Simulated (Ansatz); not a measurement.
# Scan of one atom of the cell for SiC (wurtzite)

SiC (wurtzite)

```
SiC
1.0
    3.09195     0.00000     0.00000
   -1.54598     2.67771     0.00000
    0.00000     0.00000     5.07427
Si C
2 2
Direct
  0.66667   0.33333   0.00052
  0.33333   0.66667   0.50052
  0.66667   0.33333   0.62468
  0.33333   0.66667   0.12468
```

In each cell atom 2 (Si, nearest neighbour C at 1.893 Å; its periodic images, 3.1 Å or more away, move with it) moves by s·(0.000, 0.000, 1.000) (along Cartesian z), the rest being held.

These are PBE (plane waves to 420 eV, PAW, scalar-relativistic; Ansatz, a program for electronic structure) values and carry that method's errors. k mesh 10×10×5 (Γ-centred), Fermi-Dirac smearing 0.05 eV. E stands for the smeared free energy. SiC was relaxed with its symmetry unable to fall. The zero of ΔE is the undisplaced structure.

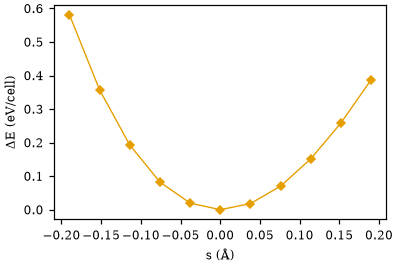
Fig. 1. ΔE (eV/cell) against s (Å); one marker a computed point.

The force along the line at s = -0.190 Å is 6.76 eV/Å and the force constant k = d²E/ds² at s = 0 (finite differences) is 26.3 eV/Å². The energy at s = 0.190 Å comes out as 387 meV/cell. Symmetry of the curve: not even: the negative side lies higher at ±0.190 Å. Shape of the curve: a single well with its minimum at or next to zero displacement.

With its periodic images moving along, the atom's site symmetry in this cell is 3m..

(A displaced cell: forces are minus the slopes of the energy, force constants its curvatures, and phonons follow from these.)
